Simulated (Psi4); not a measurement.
# Si2H4F2 (SMILES F[SiH2][SiH2]F) at B3LYP/6-31G(d) (spherical functions)

What is the vertical singlet–triplet gap of Si2H4F2 at B3LYP/6-31G* (spherical functions)? 

Program for the calculation: Psi4 1.11.

1 further run of the same task is left out (set aside as unsound or not needed).

## 1. The system as given

The species is Si2H4F2 (8 atoms), meant as a singlet with charge 0. SMILES: `F[SiH2][SiH2]F`. The shape is that of a PBE0-D4/def2-TZVP optimisation. This is one conformer, not always the lowest.

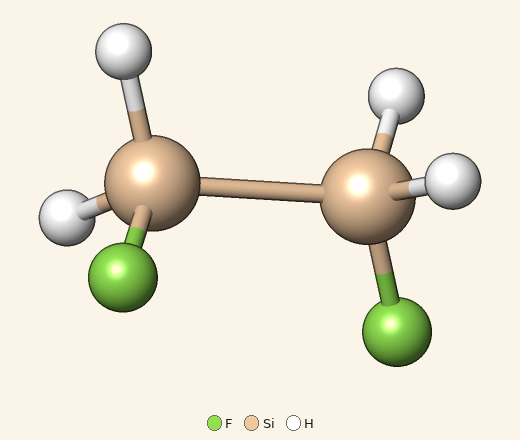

The structure, seen from a chosen angle (fluorine green, silicon light orange, hydrogen white).

## 2. Energy and gradient at B3LYP/6-31G(d) (spherical functions)

calc.dat reads:

```
memory 2200 MB

molecule m {
  0 1
  F     -3.65624211     2.27863176    -0.51872982
  Si    -0.67614401     2.13180004     0.02343260
  Si     0.67765579    -2.09684011     0.08333692
  F      0.53101304    -3.29190291    -2.70004069
  H      0.64269585     3.61731375    -1.95964599
  H     -0.18859467     3.29511544     2.53525657
  H      3.35388593    -2.19964121     0.93617032
  H     -0.90158833    -3.66965916     1.78919269
  units bohr
  symmetry c1
}

set globals {
  basis 6-31G*
  puream true
  e_convergence 1e-09
  d_convergence 1e-08
  scf_type pk
  dft_radial_points 99
  dft_spherical_points 590
}

e_tot, wfn = gradient('b3lyp', return_wfn=True)
oeprop(wfn, 'WIBERG_LOWDIN_INDICES', 'MULLIKEN_CHARGES', 'LOWDIN_CHARGES')
print_variables()
```

Command:

```console
psi4 calc.dat calc.out -n 1
```

calc.out:

```text
[...]
  Running in c1 symmetry.
[...]
  Nuclear repulsion =  221.605032025805230
[...]
  Multiplicity = 1
[...]
  Nalpha       = 25
  Nbeta        = 25
[...]
    Number of basis functions: 72
[...]
   @RKS iter   1:  -781.07882507834108   -5.39448e-01   6.89285e-03 DIIS/ADIIS
[...]
   @RKS iter  10:  -781.16753077355634   -2.61480e-12   8.59588e-09 DIIS
[...]
    Orbital Energies [Eh]
    ---------------------
    Doubly Occupied:
       1A    -66.156513     2A    -66.156490     3A    -24.683435
       4A    -24.683417     5A     -5.316158     6A     -5.316127
       7A     -3.676161     8A     -3.676104     9A     -3.673077
      10A     -3.673033    11A     -3.672998    12A     -3.672567
      13A     -1.180321    14A     -1.179729    15A     -0.582798
      16A     -0.538347    17A     -0.457875    18A     -0.450433
      19A     -0.445601    20A     -0.440404    21A     -0.438543
      22A     -0.415542    23A     -0.351374    24A     -0.347589
      25A     -0.294843
[...]
  @RKS Final Energy:  -781.16753077355634
   => Energetics <=
    Nuclear Repulsion Energy =            221.6050320258052295
    One-Electron Energy =               -1525.4758082444268439
    Two-Electron Energy =                 574.6771261933223514
    DFT Exchange-Correlation Energy =     -51.9738807482571303
    Empirical Dispersion Energy =           0.0000000000000000
    VV10 Nonlocal Energy =                  0.0000000000000000
    Total Energy =                       -781.1675307735563365
[...]
 Multipole Moments:
 ------------------------------------------------------------------------------------
     Multipole            Electronic (a.u.)      Nuclear  (a.u.)        Total (a.u.)
 ------------------------------------------------------------------------------------
 L = 1.  Multiply by 2.5417464519 to convert [e a0] to [Debye]
 Dipole X            :         -3.1102498            3.5828033            0.4725534
 Dipole Y            :         -1.0425720            1.2010570            0.1584850
 Dipole Z            :         -3.3075603            3.8103377            0.5027773
 Magnitude           :                                                    0.7079614
[...]
  -Total Gradient:
     Atom            X                  Y                   Z
    ------   -----------------  -----------------  -----------------
       1        0.012451611829    -0.000574786906     0.002094730394
       2       -0.009142357453     0.001673680498    -0.001837949703
       3       -0.000268459120    -0.004826895941    -0.008106914551
       4        0.000465756473     0.004893415187     0.011620892638
       5       -0.001575885576    -0.000496293588     0.000317920221
       6       -0.001281804675    -0.000409667540    -0.001036669592
       7       -0.000970868286    -0.000346247723    -0.001359468962
       8        0.000343490343     0.000094034437    -0.001669614679
[...]
  Mulliken Charges: (a.u.)
   Center  Symbol    Alpha    Beta     Spin     Total
       1     F     4.69825  4.69825  0.00000 -0.39649
       2    SI     6.71253  6.71253  0.00000  0.57494
       3    SI     6.71254  6.71254  0.00000  0.57492
       4     F     4.69825  4.69825  0.00000 -0.39651
       5     H     0.54105  0.54105  0.00000 -0.08211
       6     H     0.54817  0.54817  0.00000 -0.09633
       7     H     0.54817  0.54817  0.00000 -0.09633
       8     H     0.54104  0.54104  0.00000 -0.08209
   Total alpha = 25.00000, Total beta = 25.00000, Total charge = -0.00000
[...]
```

Run time: 14 s. Hardware: 1 thread of Intel Xeon Platinum 8488C (Sapphire Rapids), shared host; peak memory 0.99 GiB.

## 3. The triplet, same level

calc.dat reads:

```
memory 2200 MB

molecule molecule1 {
  0 3
  F     -1.934800     1.205800    -0.274500
  Si    -0.357800     1.128100     0.012400
  Si     0.358600    -1.109600     0.044100
  F      0.281000    -1.742000    -1.428800
  H      0.340100     1.914200    -1.037000
  H     -0.099800     1.743700     1.341600
  H      1.774800    -1.164000     0.495400
  H     -0.477100    -1.941900     0.946800
  units angstrom
  symmetry c1
}

set globals {
  basis 6-31G*
  reference uks
  puream true
  e_convergence 1e-09
  d_convergence 1e-08
  scf_type pk
  dft_radial_points 99
  dft_spherical_points 590
  maxiter 100
}

e, wfn = gradient("b3lyp", return_wfn=True)
oeprop(wfn, "DIPOLE", "MAYER_INDICES", "MULLIKEN_CHARGES", title="B3LYP")
```

Command:

```console
psi4 calc.dat calc.out -n 1
```

calc.out, cut to the lines that bear on the results:

```text
[...]
  Running in c1 symmetry.
[...]
  Nuclear repulsion =  221.605031983874795
[...]
  Multiplicity = 3
[...]
  Nalpha       = 26
  Nbeta        = 24
[...]
    Number of basis functions: 72
[...]
   @UKS iter   1:  -780.87377096192438   -3.34394e-01   6.72557e-03 DIIS/ADIIS
[...]
   @UKS iter  13:  -780.96032230839114   -3.06954e-12   9.83737e-09 DIIS
[...]
   @S^2 Observed:                2.001904207E+00
[...]
  @UKS Final Energy:  -780.96032230839114
   => Energetics <=
    Nuclear Repulsion Energy =            221.6050319838747953
    One-Electron Energy =               -1524.1998848683610959
    Two-Electron Energy =                 573.5257494553771949
    DFT Exchange-Correlation Energy =     -51.8912188792821212
    Empirical Dispersion Energy =           0.0000000000000000
    VV10 Nonlocal Energy =                  0.0000000000000000
    Total Energy =                       -780.9603223083911416
[...]
  -Total Gradient:
     Atom            X                  Y                   Z
    ------   -----------------  -----------------  -----------------
       1        0.017510243508    -0.000071121772    -0.004083169505
       2       -0.010647766833    -0.018809067855     0.000463542135
       3       -0.004039631600     0.013884462484    -0.016028028937
       4       -0.005791562493     0.003992398672     0.016528682080
       5       -0.009466799618     0.010315783096     0.002731468348
       6        0.012702280585     0.001342351264    -0.006308920801
       7       -0.006964605951     0.000579304800     0.012413650158
       8        0.006719887397    -0.011226683279    -0.005693699528
[...]
 Multipole Moments:
 ------------------------------------------------------------------------------------
     Multipole            Electronic (a.u.)      Nuclear  (a.u.)        Total (a.u.)
[...]
  Mulliken Charges: (a.u.)
   Center  Symbol    Alpha    Beta     Spin     Total
       1     F     4.70129  4.61707  0.08422 -0.31836
       2    SI     7.19613  6.41411  0.78201  0.38976
       3    SI     7.19619  6.41412  0.78207  0.38969
       4     F     4.70130  4.61707  0.08423 -0.31837
       5     H     0.53556  0.49649  0.03907 -0.03205
       6     H     0.56699  0.47233  0.09466 -0.03932
       7     H     0.56700  0.47232  0.09467 -0.03932
       8     H     0.53554  0.49649  0.03905 -0.03204
   Total alpha = 26.00000, Total beta = 24.00000, Total charge = -0.00000
[...]
```

Run time: 23 s. Hardware: 1 thread of Intel Xeon Platinum 8488C (Sapphire Rapids), shared host; peak memory 0.99 GiB.

## 4. Outcome

At B3LYP/6-31G* (spherical functions):

```
                                        quantity          value
                           singlet: total energy  -781.16753 Eh
                          singlet: dipole moment         1.80 D
                            singlet: HOMO energy       -8.02 eV
                            singlet: LUMO energy       -0.73 eV
                          singlet: HOMO–LUMO gap        7.29 eV
               singlet: largest force on an atom     0.650 eV/Å
                           triplet: total energy  -780.96032 Eh
                          triplet: dipole moment         2.09 D
     triplet: HOMO energy (highest over α and β)       -2.76 eV
                                   triplet: ⟨S²⟩          2.002
               triplet: largest force on an atom     1.112 eV/Å
vertical energy of the triplet above the singlet       5.638 eV
```

At this shape the triplet lies 5.64 eV (544 kJ/mol) above the singlet. The largest force (singlet) is 0.65 eV/Å: the shape isn't a stationary point for this species at this level. Mulliken charges (singlet) run from -0.40 on F4 to +0.57 on Si2.
